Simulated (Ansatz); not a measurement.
**FGaH3NOSi: density, localisation and related maps**

```xyz
8

F    -3.3966   -1.8449    0.5073
Ga   -4.4755    1.7358    0.7585
N    -1.0860   -1.0159    1.8269
O    -2.9390    0.7188    0.8303
Si   -2.2206   -0.7262    0.5742
H    -0.4873   -1.8324    1.8005
H    -1.3104   -0.7534    2.7789
H    -1.5220   -0.8183   -0.7266
```

Geometry: B3LYP/6-31G*.

Method: isolated molecule in a Gaussian basis; Kohn-Sham density functional theory, functional PBE0 in Ansatz 0.2.0.

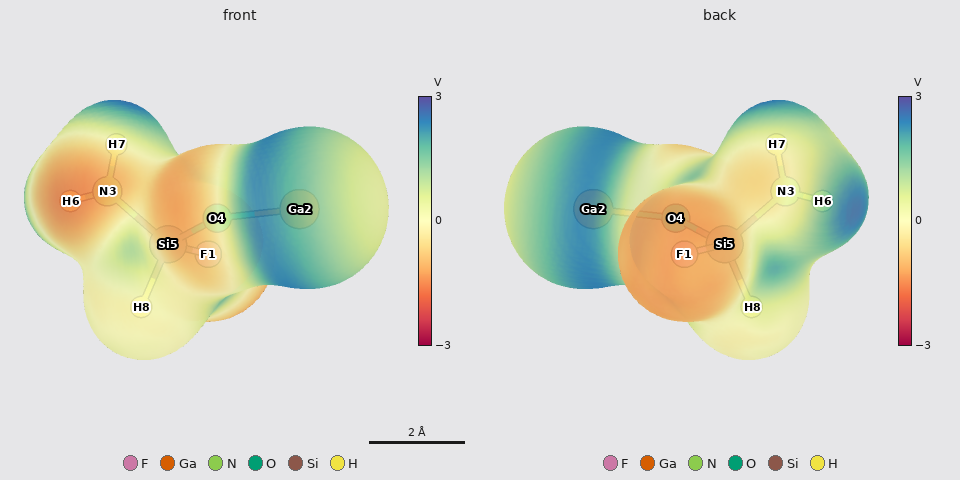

Figure 1. The electrostatic potential painted on the density surface at 0.004 e/bohr³, seen from the front and from behind; red is negative and blue positive.

> Where is the surface potential most negative and most positive?

The most negative region (about −1.5 V) lies over N3, the most positive (about +2.5 V) over H6 and H7. N3 is the likeliest acceptor of a hydrogen bond.

> How polar is the molecule by this calculation?

Its dipole moment is 1.48 D.

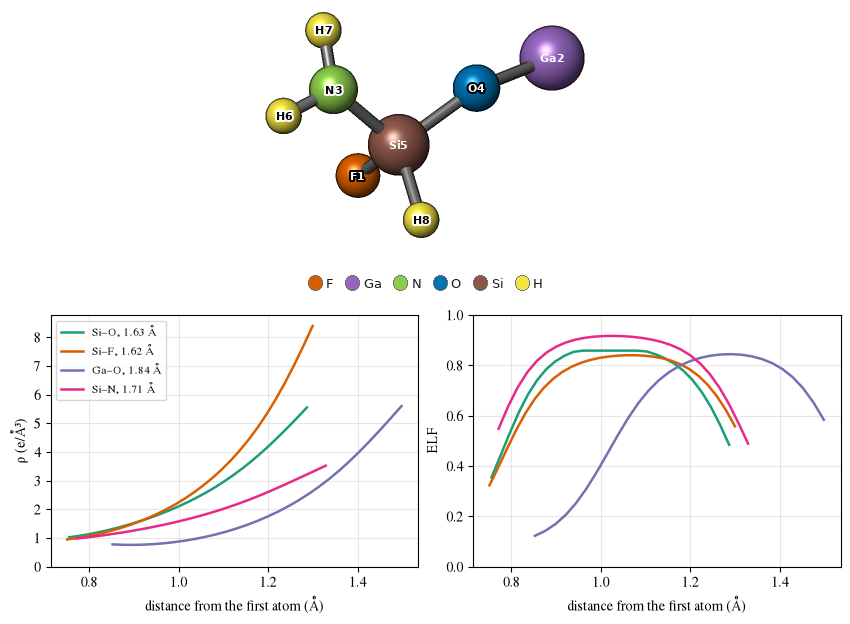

Figure 2. Electron density and electron localisation function along straight lines between neighbouring atoms. The curves leave out the atomic cores. The structure is drawn too.

> Compare the contacts.

Si–O (1.63 Å): ρ is about 1.2 e/Å³ halfway; the ELF peaks at about 0.85 between the atoms (a shared but strongly polarised pair).
Si–F (1.62 Å): ρ is about 1.1 e/Å³ halfway; the ELF peaks at about 0.85 in the valence shell of F, 0.5 Å from its nucleus, and is about 0.55 at the midpoint.
Ga–O (1.84 Å): ρ at the midpoint is about 0.77 e/Å³; the ELF peaks at about 0.85 in the valence shell of O, 0.6 Å from its nucleus, and is about 0.20 at the midpoint.
Si–N (1.71 Å): the density is about 1.1 e/Å³ at the midpoint; the ELF peaks at about 0.90 between the atoms, as expected for a shared but strongly polarised pair.

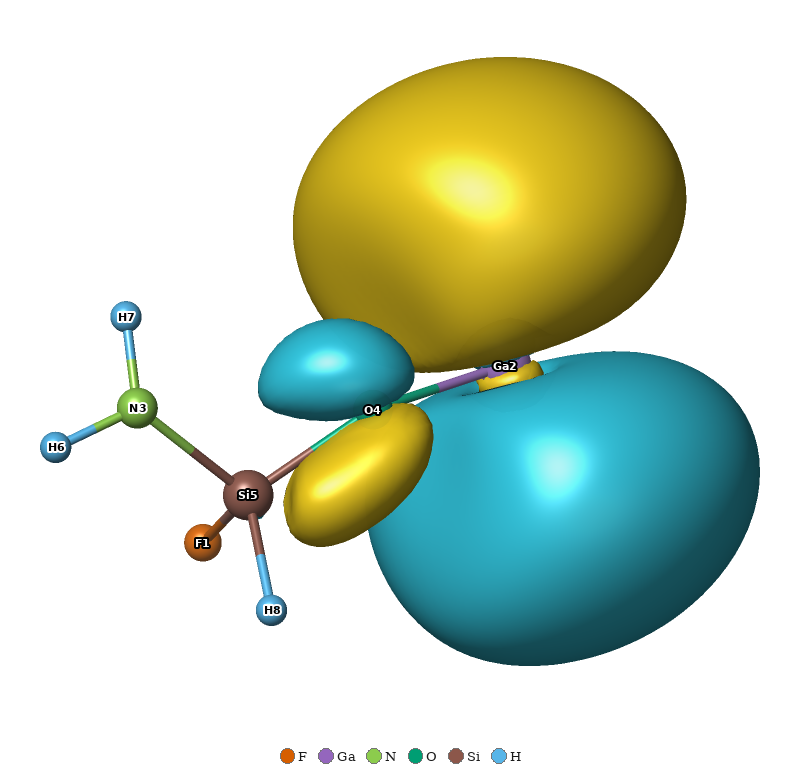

Figure 3. One frontier orbital at ±0.05 Å⁻³ᐟ² (yellow and cyan are the two phases), seen at a tilt.

> Which orbital is it: HOMO or LUMO?

The LUMO, at −1.35 eV. Its weight (Hirshfeld) is mainly on Ga2 (about 90 %).
